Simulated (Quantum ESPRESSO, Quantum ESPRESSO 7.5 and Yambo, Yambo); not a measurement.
# A GW chain in Yambo: TiO2 (Rutile)

How does a plane-wave GW calculation on TiO2 (Rutile) run from the first input to the gap?

Method: PBE and many-body steps on it, plane waves, in Quantum ESPRESSO 7.5 and Yambo 5.3.0.

**What was measured.**

- Gap 3.03 eV: direct gap, E perpendicular to c; optical experiment; 1.6 K; bulk crystal (literature value) (quoted in “Shallow Valence Band of Rutile GeO2 and P-type Doping”, 2020, arxiv:2011.08928).

- Gap 3.09 ± 0.06 eV: optical gap from Tauc plot assuming indirect allowed transition; UV/vis diffuse reflectance, Kubelka-Munk and Tauc analysis; film (30 nm ALD shell on quartz particles, grown at 200 C, annealed in air at 500 C; rutile-rich with some anatase) on SiO2 (quartz particles) (“Defect-Mediated Crystallization of the Particulate TiO2 Photocatalyst Grown by Atomic Layer Deposition”, 2024, pmc:11726664).

- Gap 3.28 eV: optical bandgap after anatase to rutile transformation; spectroscopic ellipsometry; film (polycrystalline sol-gel film on Si(100), annealed at high temperature below 800 °C) (“Photocatalytic Performance of Sol-Gel Prepared TiO2 Thin Films Annealed at Various Temperatures”, 2023, pmc:10419699).

- Gap 3.05 eV: band gap; bulk crystal (literature experimental value) (quoted in “Hydrogen related defects in titanium dioxide at the interface to palladium”, 2021, arxiv:2112.05953).

Report form: the programs' logs are mostly left out.

## (1) Starting point

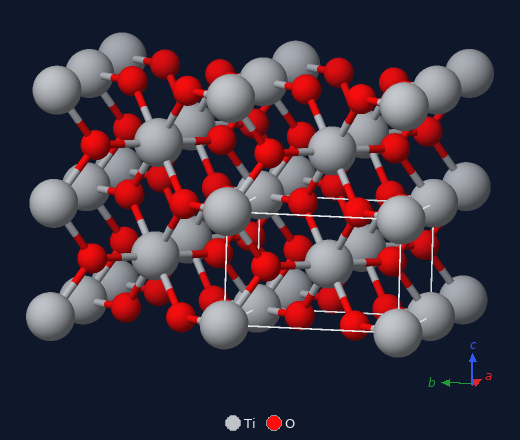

The cell as given, from a free direction (titanium light grey, oxygen red). 2×2×2 cells are drawn. Some periodic images of atoms are drawn too.

The cell and positions come from the Crystallography Open Database and are kept as given unless a step says otherwise.

## (2) Ground state

This step: Quantum ESPRESSO 7.5; DFT, PBE, plane waves, norm-conserving pseudopotentials.

The ground-state density comes first.

File pw.in:

```
&control
  calculation = 'scf'
  prefix = 'x'
  outdir = 'o'
  pseudo_dir = 'pseudo'
/
&system
  ibrav = 0
  nat = 6
  ntyp = 2
  ecutwfc = 76.0
  nbnd = 31
  force_symmorphic = .true.
/
&electrons
  conv_thr = 1e-10
  electron_maxstep = 80
  mixing_beta = 0.5
/
ATOMIC_SPECIES
  Ti 47.867 Ti.upf
  O 15.999 O.upf
CELL_PARAMETERS angstrom
  4.5922000000 0.0000000000 0.0000000000
  0.0000000000 4.5922000000 0.0000000000
  0.0000000000 0.0000000000 2.9574000000
ATOMIC_POSITIONS crystal
  Ti 0.0000000000 0.0000000000 0.0000000000
  Ti 0.5000000000 0.5000000000 0.5000000000
  O 0.3049600000 0.3049600000 0.0000000000
  O 0.1950400000 0.8049600000 0.5000000000
  O 0.6950400000 0.6950400000 0.0000000000
  O 0.8049600000 0.1950400000 0.5000000000
K_POINTS automatic
  4 4 8 0 0 0
```

On the command line:

```bash
OMP_NUM_THREADS=1 mpirun -n 4 pw.x -nk 4 -in pw.in > pw.out
```

Run time: 29 s. Hardware: 4 MPI ranks of Arm Neoverse V2, shared host; peak memory 0.37 GiB; 1.9 min of CPU time.

Numbers from this step:

```yaml
total_energy: -5039.8240 eV
gap: 1.917 eV
k_of_the_valence_top: 0, 0, 0
k_of_the_conduction_bottom: 0, 0, 0
least_direct_gap: 1.917 eV
```

The gap is direct, at Γ.

## (3) Bands along the symmetry lines

The cheap functional maps the bands first; the places of the edges decide which points the dearer methods must see.

File pw.in:

```
&control
  calculation = 'bands'
  prefix = 'x'
  outdir = 'o'
  pseudo_dir = 'pseudo'
/
&system
  ibrav = 0
  nat = 6
  ntyp = 2
  ecutwfc = 76.0
  nbnd = 30
  force_symmorphic = .true.
/
&electrons
  conv_thr = 1e-9
  electron_maxstep = 80
  diago_full_acc = .true.
  diago_thr_init = 5e-6
/
ATOMIC_SPECIES
  Ti 47.867 Ti.upf
  O 15.999 O.upf
CELL_PARAMETERS angstrom
  4.5922000000 0.0000000000 0.0000000000
  0.0000000000 4.5922000000 0.0000000000
  0.0000000000 0.0000000000 2.9574000000
ATOMIC_POSITIONS crystal
  Ti 0.0000000000 0.0000000000 0.0000000000
  Ti 0.5000000000 0.5000000000 0.5000000000
  O 0.3049600000 0.3049600000 0.0000000000
  O 0.1950400000 0.8049600000 0.5000000000
  O 0.6950400000 0.6950400000 0.0000000000
  O 0.8049600000 0.1950400000 0.5000000000
K_POINTS crystal
  75
  0.00000000 0.00000000 0.00000000 1
  0.00000000 0.06250000 0.00000000 1
  0.00000000 0.12500000 0.00000000 1
  0.00000000 0.18750000 0.00000000 1
  0.00000000 0.25000000 0.00000000 1
  0.00000000 0.31250000 0.00000000 1
  0.00000000 0.37500000 0.00000000 1
  0.00000000 0.43750000 0.00000000 1
  0.00000000 0.50000000 0.00000000 1
  0.06250000 0.50000000 0.00000000 1
  0.12500000 0.50000000 0.00000000 1
  0.18750000 0.50000000 0.00000000 1
  0.25000000 0.50000000 0.00000000 1
  0.31250000 0.50000000 0.00000000 1
  0.37500000 0.50000000 0.00000000 1
  0.43750000 0.50000000 0.00000000 1
  0.50000000 0.50000000 0.00000000 1
  0.43750000 0.43750000 0.00000000 1
  0.37500000 0.37500000 0.00000000 1
  0.31250000 0.31250000 0.00000000 1
  0.25000000 0.25000000 0.00000000 1
  0.18750000 0.18750000 0.00000000 1
  0.12500000 0.12500000 0.00000000 1
  0.06250000 0.06250000 0.00000000 1
  0.00000000 0.00000000 0.00000000 1
  0.00000000 0.00000000 0.06250000 1
  0.00000000 0.00000000 0.12500000 1
  0.00000000 0.00000000 0.18750000 1
  0.00000000 0.00000000 0.25000000 1
  0.00000000 0.00000000 0.31250000 1
  0.00000000 0.00000000 0.37500000 1
  0.00000000 0.00000000 0.43750000 1
  0.00000000 0.00000000 0.50000000 1
  0.00000000 0.06250000 0.50000000 1
  0.00000000 0.12500000 0.50000000 1
  0.00000000 0.18750000 0.50000000 1
  0.00000000 0.25000000 0.50000000 1
  0.00000000 0.31250000 0.50000000 1
  0.00000000 0.37500000 0.50000000 1
  0.00000000 0.43750000 0.50000000 1
  0.00000000 0.50000000 0.50000000 1
  0.06250000 0.50000000 0.50000000 1
  0.12500000 0.50000000 0.50000000 1
  0.18750000 0.50000000 0.50000000 1
  0.25000000 0.50000000 0.50000000 1
  0.31250000 0.50000000 0.50000000 1
  0.37500000 0.50000000 0.50000000 1
  0.43750000 0.50000000 0.50000000 1
  0.50000000 0.50000000 0.50000000 1
  0.43750000 0.43750000 0.50000000 1
  0.37500000 0.37500000 0.50000000 1
  0.31250000 0.31250000 0.50000000 1
  0.25000000 0.25000000 0.50000000 1
  0.18750000 0.18750000 0.50000000 1
  0.12500000 0.12500000 0.50000000 1
  0.06250000 0.06250000 0.50000000 1
  0.00000000 0.00000000 0.50000000 1
  0.00000000 0.50000000 0.00000000 1
  0.00000000 0.50000000 0.06250000 1
  0.00000000 0.50000000 0.12500000 1
  0.00000000 0.50000000 0.18750000 1
  0.00000000 0.50000000 0.25000000 1
  0.00000000 0.50000000 0.31250000 1
  0.00000000 0.50000000 0.37500000 1
  0.00000000 0.50000000 0.43750000 1
  0.00000000 0.50000000 0.50000000 1
  0.50000000 0.50000000 0.00000000 1
  0.50000000 0.50000000 0.06250000 1
  0.50000000 0.50000000 0.12500000 1
  0.50000000 0.50000000 0.18750000 1
  0.50000000 0.50000000 0.25000000 1
  0.50000000 0.50000000 0.31250000 1
  0.50000000 0.50000000 0.37500000 1
  0.50000000 0.50000000 0.43750000 1
  0.50000000 0.50000000 0.50000000 1
```

Run time: 10 s. Hardware: 4 MPI ranks; peak memory 0.27 GiB.

Numbers from this step:

```
gap                        : 1.917 eV
k of the valence top       : 0, 0, 0
k of the conduction bottom : 0, 0, 0
least direct gap           : 1.917 eV
```

The gap is 1.917 eV, as in the run before at this level.

The electronic bands at the labelled points (eV, zero at the top of the highest filled band):

| point | band 21 | band 22 | band 23 | band 24 | band 25 | band 26 | band 27 | band 28 |
| --- | --- | --- | --- | --- | --- | --- | --- | --- |
| Γ | -0.71 | -0.45 | -0.45 | 0.00 | 1.92 | 2.22 | 2.45 | 2.55 |
| X | -1.64 | -1.64 | -0.74 | -0.74 | 2.59 | 2.59 | 3.06 | 3.06 |
| M | -1.31 | -1.31 | -1.06 | -1.06 | 1.96 | 1.96 | 2.57 | 2.57 |
| Γ | -0.71 | -0.45 | -0.45 | 0.00 | 1.92 | 2.22 | 2.45 | 2.55 |
| Z | -2.35 | -2.35 | -1.42 | -1.42 | 3.01 | 3.01 | 3.21 | 3.21 |
| R | -2.04 | -2.04 | -1.03 | -1.03 | 1.95 | 1.95 | 3.24 | 3.24 |
| A | -1.27 | -1.27 | -0.68 | -0.68 | 2.63 | 2.63 | 3.26 | 3.26 |
| Z | -2.35 | -2.35 | -1.42 | -1.42 | 3.01 | 3.01 | 3.21 | 3.21 |
| jump to X | -1.64 | -1.64 | -0.74 | -0.74 | 2.59 | 2.59 | 3.06 | 3.06 |
| R | -2.04 | -2.04 | -1.03 | -1.03 | 1.95 | 1.95 | 3.24 | 3.24 |
| jump to M | -1.31 | -1.31 | -1.06 | -1.06 | 1.96 | 1.96 | 2.57 | 2.57 |
| A | -1.27 | -1.27 | -0.68 | -0.68 | 2.63 | 2.63 | 3.26 | 3.26 |

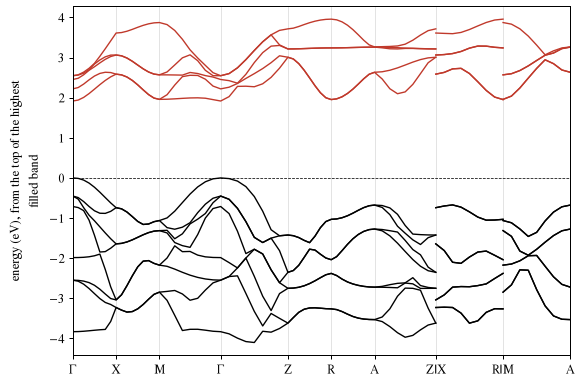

Electronic bands along the path; lines of filled and empty bands in two colours.

## (4) Empty states on the mesh, 4×4×4 mesh, 89 bands

The sums over transitions need many empty states on a uniform mesh; this step solves for them.

File pw.in:

```
&control
  calculation = 'nscf'
  prefix = 'x'
  outdir = 'o'
  pseudo_dir = 'pseudo'
/
&system
  ibrav = 0
  nat = 6
  ntyp = 2
  ecutwfc = 76.0
  nbnd = 89
  force_symmorphic = .true.
/
&electrons
  conv_thr = 1e-9
  electron_maxstep = 80
  diago_full_acc = .true.
  diago_thr_init = 5e-6
/
ATOMIC_SPECIES
  Ti 47.867 Ti.upf
  O 15.999 O.upf
CELL_PARAMETERS angstrom
  4.5922000000 0.0000000000 0.0000000000
  0.0000000000 4.5922000000 0.0000000000
  0.0000000000 0.0000000000 2.9574000000
ATOMIC_POSITIONS crystal
  Ti 0.0000000000 0.0000000000 0.0000000000
  Ti 0.5000000000 0.5000000000 0.5000000000
  O 0.3049600000 0.3049600000 0.0000000000
  O 0.1950400000 0.8049600000 0.5000000000
  O 0.6950400000 0.6950400000 0.0000000000
  O 0.8049600000 0.1950400000 0.5000000000
K_POINTS automatic
  4 4 4 0 0 0
```

Elapsed: 14 s, on 4 MPI ranks; peak memory 0.36 GiB; 56 s of CPU time.

Numbers from this step:

```
gap                                                           : 1.917 eV
k of the valence top                                          : 0, 0, 0
k of the conduction bottom                                    : 0, 0, 0
least direct gap                                              : 1.917 eV
k points computed                                             : 21
lowest point of the top converged band, above the valence top : 49.38 eV
```

On this mesh the gap is 1.917 eV.

## (5) Conversion and set-up

This step: Yambo 5.3.0; conversion and set-up on PBE, plane waves, norm-conserving pseudopotentials.

The states are converted to the many-body program's format and the q mesh is built.

On the command line:

```bash
(cd o/x.save; p2y > p2y.log; mv SAVE ../..); yambo > setup.log
```

It took 2.3 s on 1 MPI rank; peak memory 0.25 GiB.

## (6) Screening and self-energy, 4×4×4 mesh, 89 bands, screening to 95.2 eV

G0W0 replaces the xc potential by the self-energy, built once from these orbitals. Only a window of levels is corrected, while the sums run over the empty bands that the input names.

This step: G0W0 on PBE, plane waves, norm-conserving pseudopotentials.

File gw1.in:

```
HF_and_locXC
gw0
dyson
ppa
em1d
rim_cut
RandQpts= 1000000
RandGvec= 1 RL
EXXRLvcs= 76 Ry
VXCRLvcs= 304 Ry
Chimod= "HARTREE"
% BndsRnXp
 1 | 89 |
%
NGsBlkXp= 7 Ry
% LongDrXp
 1 | 1 | 1 |
%
% GbndRnge
 1 | 89 |
%
DysSolver= "n"
ExtendOut
PPAPntXp= 27.21138 eV
% QPkrange
 1 | 21 | 15 | 32 |
%
```

On the command line:

```bash
OMP_NUM_THREADS=1 mpirun -n 4 yambo -F gw1.in -J gw1 -C gw1 > gw1.log
```

Elapsed: 13 min, on 4 MPI ranks; peak memory 3.6 GiB.

Numbers from this step:

| Property | Result |
| --- | --- |
| G0W0 gap on the mesh | 3.317 eV |
| starting gap on the mesh | 1.917 eV |
| k of the valence top | 0, 0, 0 |
| k of the conduction bottom | 0, -0.5, -0.5 |
| least direct G0W0 gap on the computed points | 3.401 eV |
| Z at the valence top | 0.7620 |
| Z at the conduction bottom | 0.7723 |

The gap on the mesh goes from 1.92 eV to 3.32 eV, a correction of +1.40 eV.

Limits: finite bands, cutoff and mesh; coarse k mesh. v1 is the top filled band, c1 the lowest empty one. Levels before and after the correction, in eV, zero at the valence-band top of each column:

|  | conduction bottom | valence top |
| --- | --- | --- |
| Kohn-Sham | 1.92 | 0.00 |
| G0W0 | 3.32 | 0.00 |

|  | level | energy (eV) |
| --- | --- | --- |
| Kohn-Sham | Γ v3-v2 | -0.452 |
| Kohn-Sham | Γ v1 | 0.000 |
| Kohn-Sham | Γ c1 | 1.917 |
| Kohn-Sham | Γ c2 | 2.219 |
| Kohn-Sham | Γ c3 | 2.453 |
| Kohn-Sham | (0 -0.5 -0.5) v3 | -2.038 |
| Kohn-Sham | (0 -0.5 -0.5) v2-v1 | -1.032 |
| Kohn-Sham | (0 -0.5 -0.5) c1-c2 | 1.953 |
| Kohn-Sham | (0 -0.5 -0.5) c3 | 3.240 |
| G0W0 | Γ v3-v2 | -0.474 |
| G0W0 | Γ v1 | 0.000 |
| G0W0 | Γ c1 | 3.401 |
| G0W0 | Γ c2 | 3.595 |
| G0W0 | Γ c3 | 3.921 |
| G0W0 | (0 -0.5 -0.5) v3 | -2.262 |
| G0W0 | (0 -0.5 -0.5) v2-v1 | -1.213 |
| G0W0 | (0 -0.5 -0.5) c1-c2 | 3.318 |
| G0W0 | (0 -0.5 -0.5) c3 | 4.906 |

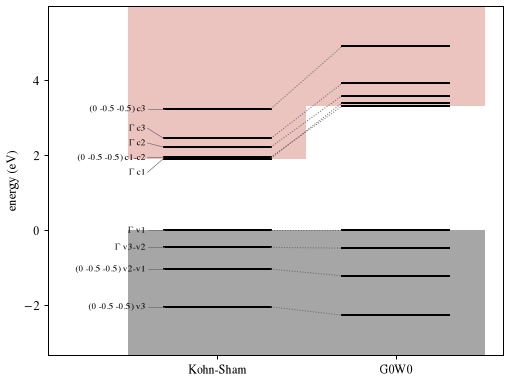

Levels before and after the correction. Shaded: valence and conduction bands.

## (7) Where the time went

Times are wall times on the hardware named with each run, good to a factor of about two.

| step | time | share | memory (GiB) |
| --- | --- | --- | --- |
| ground state | 29 s | 4 % | 0.37 |
| bands along the symmetry lines | 10 s | 1 % | 0.27 |
| empty states on the mesh | 14 s | 2 % | 0.36 |
| conversion and set-up | 2.3 s | 0 % | 0.25 |
| screening and self-energy | 13 min | 93 % | 3.6 |

## (8) Outcome

```yaml
pbe_gap: 1.92 eV, direct
g0w0_gap_on_the_mesh: 3.32 eV
gw_settings: 4×4×4 mesh, 89 bands, screening to 95.2 eV, Godby-Needs plasmon pole
known_limits: not at the basis limit; coarse k mesh
```

G0W0 moves the gap on the mesh from 1.92 eV to 3.32 eV (+1.40 eV), with Z of 0.76 and 0.77 at the edges. G0W0 makes the gap indirect: the least direct gap computed is 3.40 eV. The dearest step here is «screening and self-energy». Against experiment, by G0W0@PBE: the direct gap of 3.40 eV lies +0.37 eV from the measured 3.03 eV (direct, 1.6 K, quoted 2020); the gap of 3.32 eV lies +0.23 eV from the measured 3.09 ± 0.06 eV (indirect, on SiO2 (quartz particles), 2024); the gap of 3.32 eV lies +0.04 eV from the measured 3.28 eV (optical, 2023); the gap of 3.32 eV lies +0.27 eV from the measured 3.05 eV (kind not stated, quoted 2021). An exciton line or allowed optical edge lies below the quasiparticle gap by the binding energy; a forbidden edge can push the onset above it. The calculation has static nuclei and no excitons; a measured gap holds zero-point and thermal motion, which mostly lowers it. Bands and cutoff are finite, so the gap is not at the basis limit. The miss can reach some tenths of an eV and take either sign; the mesh is an error of its own. The 4×4×4 mesh is coarse for this cell, which bears on the long-range parts of exchange and screening.

[Paths, hosts, dates, memory and timing lines, banners, echoed tables and standing remarks are left out of the program output.]

[Logs are printed without paths, hosts, clocks, repeated set-up lines and the standing remarks that a program may print on its own settings, such as how far it seeks lower states.]

[Runs of the session that timed out or met a known fault of the program may be left out.]

[Hosts, paths, dates, database ids (printed as entryN), source tags and the programs' standing remarks are cut or masked in the printed files.]
